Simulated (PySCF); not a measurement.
# singlet SiH2SF+: levels of theory compared

Wanted: a comparison of 4 runs (B2PLYP/STO-3G, M06-2X/STO-3G, wB97X-V/STO-3G, NEVPT2(2,2)/STO-3G) of singlet SiH2SF+. The job is set up through a Python script.

Program for the calculation: PySCF 2.14.0.

10 further runs of the same task are left out: 2 that didn't finish, 8 set aside as unsound or not needed.

**1. The system as given**

SiH2SF+: 5 atoms, total charge +1, spin state singlet. As SMILES of the parent species, `F[SiH2][S]`. The shape is that of a PBE0-D4/def2-TZVP optimisation. That shape belongs to the parent species and isn't relaxed for this state.

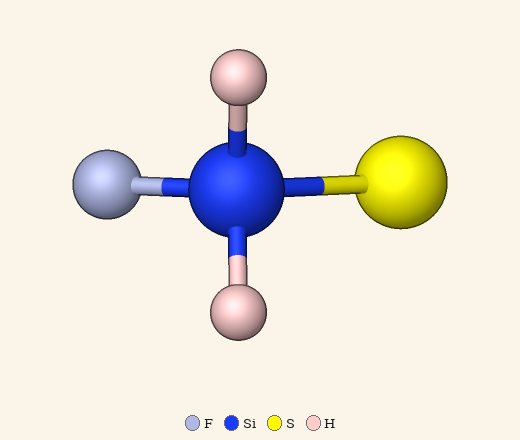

Viewed from a chosen angle; fluorine light blue, silicon blue, sulfur yellow, hydrogen pink.

**2. The energy at B2PLYP/STO-3G (run 1)**

input.py

```python
from pyscf import gto, dft, mp

mol = gto.M(
    atom='''
F       -0.324300      -0.023300       1.585400
Si       0.086000      -0.081000       0.044500
S       -1.148000       1.061300      -1.211000
H       -0.023500      -1.493100      -0.391000
H        1.459700       0.462600      -0.069300
''',
    spin=0,
    basis='sto-3g',
    max_memory=1860,
    verbose=3,
    charge=1,
)

mf = dft.RKS(mol, xc='0.53*HF + 0.47*B88, 0.73*LYP')
mf.grids.level = 5
mf.conv_tol = 1e-10
mf.kernel()
if not mf.converged:
    mf = mf.newton().run(mf.mo_coeff, mf.mo_occ)

pt = mp.MP2(mf, frozen=11).run()
energy = mf.e_tot + 0.27 * pt.e_corr
print('PT2 part  %.8f' % (0.27 * pt.e_corr))
print(f'total energy: {energy:.8f} hartree')
```

Command:

```console
$ OMP_NUM_THREADS=1 python input.py
```

Log:

```text
converged SCF energy = -778.74487827643
E(RMP2) = -778.861748595406  E_corr = -0.116870318975492
E(SCS-RMP2) = -778.87007884277  E_corr = -0.125200566340316
PT2 part  -0.03155499
total energy: -778.77643326 hartree
```

Wall time 3.9 s (1 thread of Arm Neoverse V1, shared host); peak memory 0.22 GiB.

**3. A single-point energy at M06-2X/STO-3G (run 2)**

calc.py

```python
from pyscf import gto, dft

mol = gto.Mole()
mol.atom = '''
F     -0.612838    -0.044031     2.995972
Si     0.162516    -0.153068     0.084093
S     -2.169406     2.005566    -2.288458
H     -0.044409    -2.821550    -0.738883
H      2.758433     0.874187    -0.130958
'''
mol.spin = 0
mol.verbose = 4
mol.basis = 'sto-3g'
mol.charge = 1
mol.max_memory = 1860
mol.unit = 'bohr'
mol.build()

calc0 = dft.RKS(mol, xc='m06-2x')
calc0.conv_tol = 1e-10
calc0.grids.level = 5
calc0.kernel()
if not calc0.converged:
    calc0 = calc0.newton().run(calc0.mo_coeff, calc0.mo_occ)

energy = calc0.e_tot
print('Final energy', energy)
```

Command:

```console
$ OMP_NUM_THREADS=1 python calc.py
```

Log:

```text
PySCF version 2.14.0

[... 84 lines left out ...]
converged SCF energy = -779.199363479864
Final energy -779.1993634798636
```

Run time: 7.5 s. Hardware: 1 thread of Arm Neoverse V1, shared host; peak memory 0.23 GiB.

**4. The energy at wB97X-V/STO-3G (run 3)**

job.py

```python
from pyscf import gto, dft

system = gto.Mole()
system.atom = '''
F       -0.324300      -0.023300       1.585400
Si       0.086000      -0.081000       0.044500
S       -1.148000       1.061300      -1.211000
H       -0.023500      -1.493100      -0.391000
H        1.459700       0.462600      -0.069300
'''
system.max_memory = 1860
system.verbose = 4
system.spin = 0
system.basis = 'sto-3g'
system.charge = 1
system.build()

mf = dft.RKS(system)
mf.xc = 'wb97x-v'
mf.grids.level = 5
mf.conv_tol = 1e-10
mf.nlcgrids.level = 1
mf.kernel()
if not mf.converged:
    mf = mf.newton().run(mf.mo_coeff, mf.mo_occ)

etot = mf.e_tot
print('E = %.10f Eh' % etot)
```

Command:

```console
$ OMP_NUM_THREADS=1 python job.py
```

Log:

```text
PySCF version 2.14.0

[... 88 lines left out ...]
converged SCF energy = -779.05772384571
E = -779.0577238457 Eh
```

Run time: 28 s. Hardware: 1 thread of Arm Neoverse V1, shared host; peak memory 0.22 GiB.

**5. A single-point energy at NEVPT2(2,2)/STO-3G (run 4)**

calc.py

```python
import numpy
from pyscf import gto, scf, mp, mcscf, mrpt

mol = gto.M(
    atom=[
    ('F', (-0.324300, -0.023300, 1.585400)),
    ('Si', (0.086000, -0.081000, 0.044500)),
    ('S', (-1.148000, 1.061300, -1.211000)),
    ('H', (-0.023500, -1.493100, -0.391000)),
    ('H', (1.459700, 0.462600, -0.069300)),
],
    verbose=3,
    charge=1,
    spin=0,
    max_memory=1860,
    basis='sto-3g',
)

calc0 = scf.RHF(mol)
calc0.conv_tol = 1e-10
calc0.kernel()
if not calc0.converged:
    calc0 = calc0.newton().run(calc0.mo_coeff, calc0.mo_occ)

pt = mp.MP2(scf.addons.convert_to_uhf(calc0)).run()
noons, natorbs = mcscf.addons.make_natural_orbitals(pt)
print('natural occupations', numpy.round(noons[:40], 4))
cas = mcscf.CASSCF(calc0, 2, 2)
cas.fix_spin_(ss=0.0)
cas.natorb = True
cas.kernel(natorbs)
e_pt2 = mrpt.NEVPT(cas).kernel()
etot = cas.e_tot + e_pt2
print('E = %.10f Eh' % etot)
```

Command:

```console
$ OMP_NUM_THREADS=1 python calc.py
```

Log:

```text
converged SCF energy = -777.69320509979
E(UMP2) = -777.769876804856  E_corr = -0.0766717050665088
E(SCS-UMP2) = -777.777307589567  E_corr = -0.0841024897774505
natural occupations [2.     2.     2.     2.     2.     2.     1.9999 1.9999 1.9998 1.9998
 1.9998 1.9995 1.9968 1.9959 1.9946 1.9928 1.9892 1.9865 1.983  1.9809
 0.0225 0.0192 0.0141 0.0132 0.0125]
CASSCF energy = -777.711760771204
CASCI E = -777.711760771204  E(CI) = -2.29668512343915  S^2 = 0.0000000
Sr    (-1)',   E = -0.00000000000271
Si    (+1)',   E = 0.00000000007642
Sijrs (0)  ,   E = -0.04396623860169
Sijr  (+1) ,   E = -0.00435981511183
Srsi  (-1) ,   E = -0.00168828529020
Srs   (-2) ,   E = -0.00007408392770
Sij   (+2) ,   E = -0.00129843884525
Sir   (0)' ,   E = -0.01041723027526
Nevpt2 Energy = -0.061804091978213
E = -777.7735648632 Eh
```

It took 1.2 s on 1 thread of Arm Neoverse V1, shared host; peak memory 0.12 GiB.

**6. All runs side by side**

| run | level | frozen core orbitals | nlc grid | energy (Eh) | HOMO energy (eV) | LUMO energy (eV) | HOMO–LUMO gap (eV) | wall time |
| --- | --- | --- | --- | --- | --- | --- | --- | --- |
| 1 | B2PLYP/STO-3G | 11 | – | -778.776433 | -14.01 | -9.90 | 4.11 | 3.9 s |
| 2 | M06-2X/STO-3G | – | – | -779.199363 | -14.21 | -10.33 | 3.88 | 7.5 s |
| 3 | wB97X-V/STO-3G | – | 1 | -779.057724 | -14.58 | -9.07 | 5.51 | 28 s |
| 4 | NEVPT2(2,2)/STO-3G | – | – | -777.773565 | -16.96 | -7.00 | 9.97 | 1.2 s |

**7. Outcome**

| quantity | value |
| --- | --- |
| run 4: total energy | -777.77356 Eh |
| run 4: HOMO energy (Hartree–Fock orbitals) | -16.96 eV |
| run 4: LUMO energy (Hartree–Fock orbitals) | -7.00 eV |
| run 4: HOMO–LUMO gap (Hartree–Fock orbitals) | 9.97 eV |

What this shows: Over runs 1, 2, 3 the HOMO–LUMO gap runs from 3.88 eV (M06-2X/STO-3G) to 5.51 eV (wB97X-V/STO-3G). Totals of different functionals can't be ranked against each other. In runs 1, 2, 3, 4 the basis is minimal, so the values are rough. All runs together took 41 s, the longest 28 s.
